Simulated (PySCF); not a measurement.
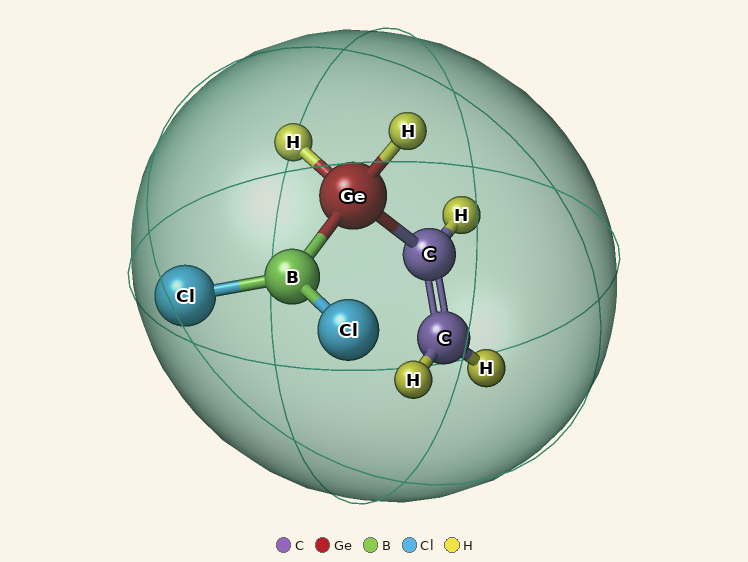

The ellipsoid shows the static dipole polarisability: its half-axes are proportional to the principal values. Computed geometry: GFN2-xTB optimisation. No frequency run is at hand to confirm it as a minimum. Computed with CAM-B3LYP/def2-SVPD (PySCF 2.14.0).

Question. How large and how anisotropic is the polarisability?

Answer. Principal values 82.8, 97.7, 101.3 bohr³; mean 93.9 bohr³ (13.92 Å³); anisotropy 17.0 bohr³, so the longest axis is 1.22 times the shortest.

The geometry is semi-empirical. Around B, Ge such bond lengths and angles can be off by a tenth of an ångström or more and by several degrees, and values that hang on the shape move with them.
